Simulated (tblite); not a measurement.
## Geometry relaxation of C6H13ClSi2 (part 4 of 4)

Continued. System: C6H13ClSi2. Method: GFN2-xTB geometry optimisation, gas phase (tblite 0.8.0). It belongs to a series of runs on one base structure; here: H on C replaced by CH3.

Geometry of the input (Å):
```
C  3.0121  -1.2552  0.6309
C  1.5544  -0.7547  0.6150
Cl 1.0459  -0.4965  2.3222
Si 1.2586  0.8265  -0.3394
C  -0.5785  1.0851  -0.7881
C  -1.1576  -0.0711  -1.6127
C  -2.1713  -0.7662  -1.0874
Si -2.6935  -0.1296  0.5842
C  -1.5300  1.3848  0.4034
H  3.6830  -0.5168  1.0746
H  3.0939  -2.1827  1.2046
H  3.3483  -1.4638  -0.3847
H  0.9177  -1.5532  0.2344
H  2.0337  0.7562  -1.6064
H  1.7614  2.0186  0.4068
H  -0.5743  1.9788  -1.4256
H  -0.7470  -0.3041  -2.5879
H  -2.6784  -1.6088  -1.5490
H  -4.1308  0.2597  0.6207
H  -2.2611  -1.0507  1.6657
H  -1.0267  1.6132  1.3482
H  -2.1706  2.2500  0.1550
```

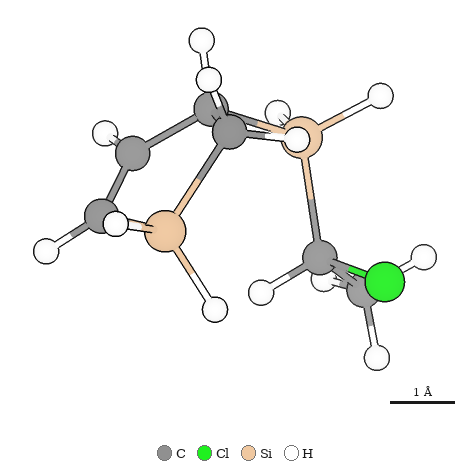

*The geometry at step 121 of the log (ball-and-stick view, seen at a tilt).*

### Trajectory as extended XYZ, continued
```
22
Properties=species:S:1:pos:R:3:forces:R:3 step=106 energy=-746.78569
C     2.8317   -1.3041    0.6222   -0.0040   0.0070   0.0040
C     1.4264   -0.7373    0.6316   -0.0100   0.0140  -0.0150
Cl    0.9644   -0.3613    2.3280    0.0160   0.0000   0.0010
Si    1.2309    0.8810   -0.3790   -0.0020  -0.0060  -0.0020
C    -0.6044    1.1727   -0.8404    0.0040   0.0150   0.0270
C    -1.1004    0.0060   -1.6258    0.0230   0.0070   0.0100
C    -1.9932   -0.8112   -1.0725    0.0040   0.0000  -0.0090
Si   -2.5086   -0.2118    0.6268   -0.0070  -0.0170  -0.0060
C    -1.5105    1.3960    0.3841   -0.0210  -0.0080   0.0110
H     3.5441   -0.5700    0.9905   -0.0030   0.0150   0.0010
H     2.9017   -2.1937    1.2457    0.0000  -0.0120  -0.0010
H     3.1058   -1.5683   -0.3971   -0.0090  -0.0060   0.0070
H     0.7154   -1.5020    0.3126   -0.0010   0.0070  -0.0040
H     2.0068    0.7205   -1.6173    0.0150  -0.0070  -0.0010
H     1.7492    1.9918    0.4214   -0.0010  -0.0050  -0.0080
H    -0.6101    2.0600   -1.4831   -0.0080   0.0030   0.0050
H    -0.6819   -0.1394   -2.6144   -0.0010  -0.0140   0.0000
H    -2.3570   -1.6844   -1.5901   -0.0120  -0.0060  -0.0020
H    -3.9521    0.0187    0.7593    0.0080   0.0050   0.0070
H    -2.0413   -1.0484    1.7353   -0.0030  -0.0040  -0.0080
H    -0.9380    1.6793    1.2651    0.0070   0.0010  -0.0150
H    -2.1893    2.2254    0.1817    0.0050   0.0130  -0.0020
22
Properties=species:S:1:pos:R:3:forces:R:3 step=110 energy=-746.78610
C     2.8224   -1.3090    0.6194   -0.0030  -0.0080   0.0010
C     1.4223   -0.7301    0.6396    0.0040   0.0010   0.0090
Cl    0.9829   -0.3383    2.3383    0.0070   0.0050   0.0090
Si    1.2315    0.8836   -0.3773    0.0030   0.0070  -0.0060
C    -0.6035    1.1766   -0.8370   -0.0050  -0.0090  -0.0150
C    -1.0939    0.0103   -1.6272   -0.0070   0.0020  -0.0110
C    -1.9846   -0.8119   -1.0781   -0.0110  -0.0120   0.0070
Si   -2.5027   -0.2215    0.6234    0.0020   0.0080  -0.0020
C    -1.5146    1.3929    0.3849    0.0140   0.0050  -0.0050
H     3.5473   -0.5758    0.9645   -0.0070   0.0120   0.0010
H     2.8952   -2.1906    1.2545   -0.0070   0.0000  -0.0010
H     3.0761   -1.5921   -0.3998    0.0070  -0.0040  -0.0060
H     0.7016   -1.4912    0.3352   -0.0070   0.0030  -0.0120
H     2.0085    0.7208   -1.6150    0.0060  -0.0100   0.0040
H     1.7533    1.9942    0.4204    0.0020   0.0050  -0.0040
H    -0.6105    2.0658   -1.4769   -0.0050   0.0020   0.0020
H    -0.6801   -0.1319   -2.6183    0.0180   0.0030   0.0080
H    -2.3481   -1.6836   -1.5994    0.0020   0.0030   0.0000
H    -3.9459    0.0054    0.7572   -0.0070   0.0000   0.0080
H    -2.0304   -1.0548    1.7320   -0.0010  -0.0120  -0.0080
H    -0.9417    1.6805    1.2636   -0.0030  -0.0020   0.0160
H    -2.1956    2.2202    0.1809   -0.0020   0.0010   0.0020
22
Properties=species:S:1:pos:R:3:forces:R:3 step=114 energy=-746.78641
C     2.8164   -1.3115    0.6182    0.0000   0.0030  -0.0070
C     1.4190   -0.7264    0.6435    0.0000   0.0030  -0.0120
Cl    0.9917   -0.3270    2.3435   -0.0020  -0.0030  -0.0010
Si    1.2324    0.8856   -0.3782   -0.0020  -0.0020   0.0050
C    -0.6034    1.1777   -0.8375    0.0020   0.0070   0.0060
C    -1.0924    0.0115   -1.6288    0.0000  -0.0030   0.0100
C    -1.9814   -0.8133   -1.0800    0.0010   0.0190  -0.0100
Si   -2.4989   -0.2245    0.6227   -0.0050   0.0000  -0.0020
C    -1.5144    1.3926    0.3848   -0.0020  -0.0080   0.0040
H     3.5435   -0.5762    0.9558   -0.0020  -0.0180  -0.0010
H     2.8890   -2.1910    1.2564   -0.0010   0.0140   0.0020
H     3.0640   -1.6007   -0.4013    0.0050   0.0050   0.0060
H     0.6935   -1.4842    0.3415   -0.0060   0.0070   0.0090
H     2.0125    0.7181   -1.6134   -0.0010  -0.0080   0.0030
H     1.7566    1.9956    0.4186   -0.0010   0.0090  -0.0060
H    -0.6127    2.0691   -1.4741    0.0020  -0.0050  -0.0120
H    -0.6732   -0.1298   -2.6178    0.0010   0.0000   0.0010
H    -2.3440   -1.6834   -1.6041    0.0010  -0.0050   0.0070
H    -3.9424   -0.0003    0.7623    0.0010   0.0000   0.0040
H    -2.0236   -1.0617    1.7276    0.0010  -0.0060  -0.0090
H    -0.9439    1.6817    1.2650    0.0000  -0.0040   0.0000
H    -2.1987    2.2174    0.1801    0.0080  -0.0040   0.0050
22
Properties=species:S:1:pos:R:3:forces:R:3 step=117 energy=-746.78663
C     2.8026   -1.3190    0.6142   -0.0020   0.0010   0.0030
C     1.4131   -0.7171    0.6521   -0.0070   0.0060   0.0030
Cl    1.0113   -0.3024    2.3553   -0.0020  -0.0020  -0.0060
Si    1.2326    0.8906   -0.3764    0.0000   0.0060   0.0010
C    -0.6028    1.1833   -0.8374    0.0060   0.0020   0.0050
C    -1.0868    0.0177   -1.6325    0.0060   0.0060   0.0010
C    -1.9708   -0.8135   -1.0857   -0.0110   0.0040   0.0030
Si   -2.4886   -0.2338    0.6200   -0.0030  -0.0010   0.0060
C    -1.5157    1.3905    0.3848    0.0010  -0.0020   0.0000
H     3.5427   -0.5880    0.9294    0.0170   0.0050   0.0100
H     2.8750   -2.1883    1.2656   -0.0030  -0.0040   0.0060
H     3.0332   -1.6271   -0.4032   -0.0020   0.0000  -0.0140
H     0.6743   -1.4673    0.3648   -0.0080  -0.0020   0.0040
H     2.0147    0.7140   -1.6091   -0.0040  -0.0040   0.0000
H     1.7590    2.0032    0.4153   -0.0010   0.0090  -0.0060
H    -0.6135    2.0767   -1.4714    0.0020  -0.0070  -0.0070
H    -0.6681   -0.1177   -2.6224    0.0020  -0.0010  -0.0020
H    -2.3296   -1.6848   -1.6104    0.0030  -0.0010   0.0010
H    -3.9331   -0.0217    0.7658   -0.0030   0.0030   0.0010
H    -2.0049   -1.0708    1.7215    0.0040  -0.0060  -0.0100
H    -0.9488    1.6853    1.2654    0.0030  -0.0100  -0.0020
H    -2.2062    2.2097    0.1791    0.0000   0.0010   0.0030
22
Properties=species:S:1:pos:R:3:forces:R:3 step=121 energy=-746.78681
C     2.8029   -1.3178    0.6138    0.0000   0.0010   0.0040
C     1.4128   -0.7161    0.6511    0.0060   0.0000   0.0040
Cl    1.0127   -0.3022    2.3540   -0.0090   0.0040   0.0100
Si    1.2333    0.8918   -0.3769    0.0040   0.0010   0.0000
C    -0.6021    1.1827   -0.8366   -0.0040  -0.0040  -0.0050
C    -1.0859    0.0165   -1.6310   -0.0010  -0.0050  -0.0020
C    -1.9754   -0.8107   -1.0868    0.0090  -0.0040  -0.0020
Si   -2.4916   -0.2328    0.6198    0.0000  -0.0010  -0.0060
C    -1.5152    1.3896    0.3854   -0.0010   0.0030   0.0010
H     3.5429   -0.5876    0.9332    0.0010  -0.0010  -0.0030
H     2.8742   -2.1877    1.2649   -0.0040  -0.0040  -0.0070
H     3.0355   -1.6234   -0.4042   -0.0030   0.0020   0.0050
H     0.6728   -1.4659    0.3648    0.0060   0.0010  -0.0010
H     2.0157    0.7108   -1.6087   -0.0050   0.0010  -0.0030
H     1.7603    2.0058    0.4124   -0.0020   0.0070  -0.0050
H    -0.6144    2.0739   -1.4736    0.0020   0.0030   0.0040
H    -0.6629   -0.1212   -2.6189   -0.0050  -0.0030   0.0010
H    -2.3318   -1.6837   -1.6106   -0.0030   0.0050  -0.0020
H    -3.9350   -0.0175    0.7707   -0.0010   0.0020   0.0000
H    -2.0060   -1.0769    1.7147    0.0030  -0.0040  -0.0010
H    -0.9485    1.6821    1.2667    0.0070  -0.0060   0.0010
H    -2.2047    2.2098    0.1804    0.0010   0.0050   0.0040
22
Properties=species:S:1:pos:R:3:forces:R:3 step=125 energy=-746.78697
C     2.8008   -1.3170    0.6143   -0.0010   0.0000  -0.0010
C     1.4119   -0.7131    0.6532   -0.0030   0.0080   0.0080
Cl    1.0117   -0.2980    2.3568    0.0010   0.0010  -0.0050
Si    1.2344    0.8937   -0.3775   -0.0090  -0.0030   0.0020
C    -0.6022    1.1825   -0.8360    0.0090   0.0050   0.0050
C    -1.0841    0.0161   -1.6307    0.0000   0.0070  -0.0030
C    -1.9733   -0.8115   -1.0876   -0.0080  -0.0040   0.0020
Si   -2.4926   -0.2342    0.6178    0.0030   0.0020   0.0080
C    -1.5144    1.3879    0.3875    0.0080  -0.0060  -0.0040
H     3.5439   -0.5866    0.9262   -0.0030  -0.0090   0.0060
H     2.8716   -2.1850    1.2679    0.0050  -0.0010   0.0010
H     3.0283   -1.6279   -0.4032   -0.0020   0.0020   0.0000
H     0.6709   -1.4624    0.3673    0.0060   0.0060   0.0030
H     2.0147    0.7076   -1.6098   -0.0030   0.0020  -0.0030
H     1.7622    2.0113    0.4064   -0.0020   0.0000  -0.0040
H    -0.6151    2.0743   -1.4720   -0.0030   0.0010   0.0010
H    -0.6607   -0.1220   -2.6180    0.0030  -0.0010  -0.0090
H    -2.3299   -1.6831   -1.6126   -0.0060  -0.0100  -0.0070
H    -3.9357   -0.0163    0.7689    0.0030  -0.0020   0.0000
H    -2.0061   -1.0821    1.7100   -0.0030   0.0020  -0.0020
H    -0.9447    1.6743    1.2692   -0.0040   0.0000  -0.0040
H    -2.2021    2.2108    0.1866    0.0090  -0.0010   0.0070
22
Properties=species:S:1:pos:R:3:forces:R:3 step=128 energy=-746.78705
C     2.7980   -1.3185    0.6136   -0.0020  -0.0010   0.0040
C     1.4116   -0.7090    0.6584    0.0030   0.0000  -0.0020
Cl    1.0189   -0.2895    2.3622    0.0040   0.0020   0.0000
Si    1.2341    0.8951   -0.3762    0.0040   0.0000  -0.0040
C    -0.6016    1.1832   -0.8360   -0.0050  -0.0050  -0.0030
C    -1.0829    0.0170   -1.6321   -0.0050   0.0000  -0.0040
C    -1.9728   -0.8113   -1.0904   -0.0010   0.0000  -0.0060
Si   -2.4919   -0.2362    0.6162    0.0040  -0.0020  -0.0060
C    -1.5142    1.3864    0.3873    0.0010  -0.0010   0.0040
H     3.5462   -0.5909    0.9184    0.0030   0.0030   0.0100
H     2.8695   -2.1844    1.2697    0.0010  -0.0040   0.0040
H     3.0188   -1.6341   -0.4039   -0.0050   0.0020  -0.0050
H     0.6677   -1.4568    0.3771   -0.0020   0.0030   0.0000
H     2.0129    0.7060   -1.6091   -0.0020   0.0020   0.0010
H     1.7619    2.0154    0.4040   -0.0020  -0.0030  -0.0030
H    -0.6146    2.0756   -1.4713   -0.0050  -0.0010   0.0030
H    -0.6583   -0.1202   -2.6194   -0.0030   0.0010   0.0030
H    -2.3291   -1.6829   -1.6165    0.0000   0.0040   0.0000
H    -3.9352   -0.0198    0.7697    0.0080  -0.0020   0.0000
H    -2.0027   -1.0873    1.7047   -0.0040   0.0030   0.0030
H    -0.9450    1.6717    1.2694    0.0030  -0.0010   0.0030
H    -2.2018    2.2099    0.1889    0.0060  -0.0020   0.0000
22
Properties=species:S:1:pos:R:3:forces:R:3 step=132 energy=-746.78714
C     2.7939   -1.3208    0.6151    0.0020   0.0010   0.0010
C     1.4103   -0.7051    0.6610    0.0000  -0.0030  -0.0010
Cl    1.0198   -0.2832    2.3645    0.0060   0.0040   0.0020
Si    1.2343    0.8971   -0.3769    0.0000   0.0000  -0.0030
C    -0.6016    1.1837   -0.8370   -0.0010   0.0010   0.0000
C    -1.0825    0.0181   -1.6339    0.0010  -0.0010   0.0000
C    -1.9710   -0.8118   -1.0923   -0.0020   0.0030  -0.0010
Si   -2.4868   -0.2391    0.6158    0.0000  -0.0020   0.0020
C    -1.5131    1.3857    0.3873    0.0010  -0.0010   0.0010
H     3.5456   -0.5972    0.9221   -0.0030  -0.0030   0.0000
H     2.8626   -2.1890    1.2689   -0.0050   0.0030  -0.0020
H     3.0114   -1.6346   -0.4040    0.0030   0.0050   0.0080
H     0.6633   -1.4501    0.3803   -0.0040  -0.0020   0.0020
H     2.0123    0.7060   -1.6094    0.0040  -0.0010  -0.0070
H     1.7613    2.0201    0.3993    0.0010   0.0010   0.0030
H    -0.6160    2.0770   -1.4709   -0.0010  -0.0010  -0.0020
H    -0.6581   -0.1187   -2.6211   -0.0020   0.0050  -0.0050
H    -2.3268   -1.6832   -1.6189   -0.0010   0.0010  -0.0010
H    -3.9293   -0.0259    0.7753   -0.0030   0.0010  -0.0020
H    -1.9941   -1.0909    1.7019    0.0000   0.0000   0.0060
H    -0.9441    1.6732    1.2688    0.0050  -0.0070   0.0020
H    -2.2018    2.2082    0.1889   -0.0020  -0.0030  -0.0010
```

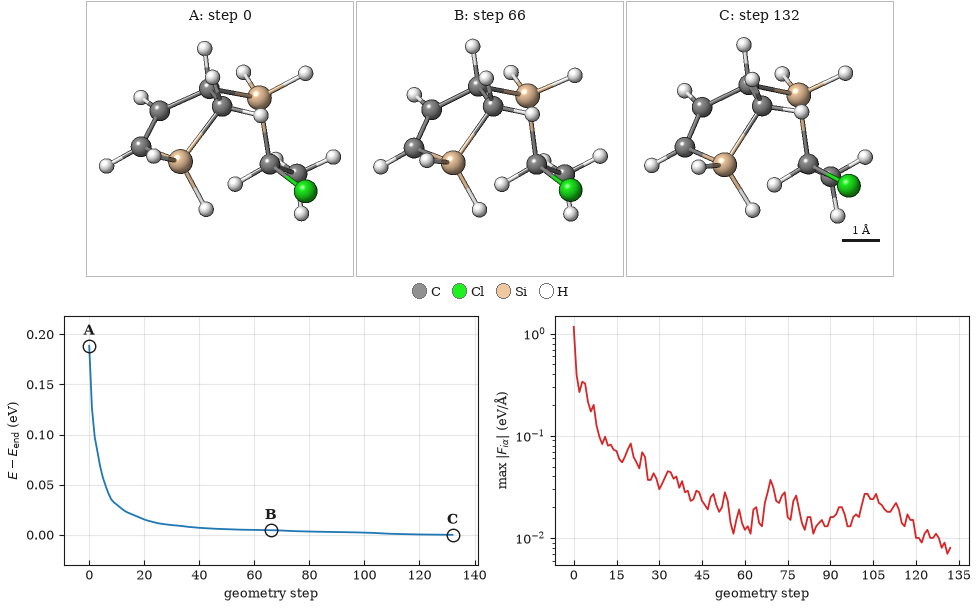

*Frames of the relaxation (ball-and-stick view, seen at a tilt) above the curves, on which the letters mark them (steps are counted from 0).*

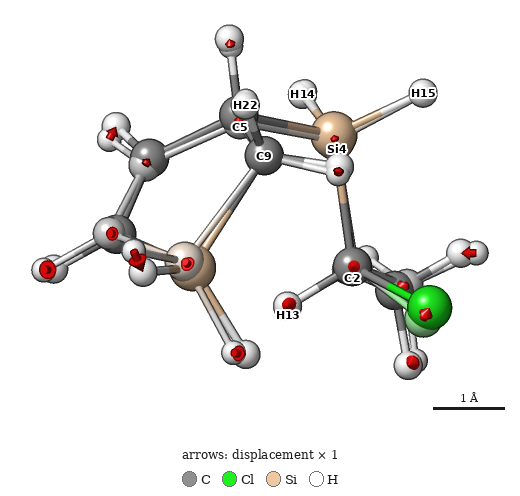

*Start (faint) and end (solid) with the displacements as red arrows, at true length (ball-and-stick view, seen at a tilt). The two geometries are laid on each other by the best rigid fit.*

Over 132 geometry steps the energy falls by 0.189 eV. The largest force component goes from 1.2 to 0.008 eV/Å. The largest moves after the best rigid fit, 0.38 Å, are those of H12 and H19. Largest moves by element: H 0.38 Å, Si 0.24 Å, C 0.23 Å, Cl 0.22 Å. Among the contacts that change: C2–Si4 1.870 → 1.917 Å, C5–C6 1.534 → 1.492 Å, Si4–H15 1.494 → 1.463 Å, C1–C2 1.541 → 1.515 Å. Among the angles that change: Si8–C7–H18 121.0° → 127.0°, H19–Si8–H20 115.2° → 109.5°, C6–C7–H18 126.2° → 121.7°. (Atoms are counted from 1 in the order of the input.)

### Results in brief

| quantity | value |
| --- | --- |
| outcome | converged |
| total energy | −746.7871 eV |
| hardware | 1 CPU thread, shared host |
| wall time | 1.9 s |
| peak memory | 0.18 GiB |
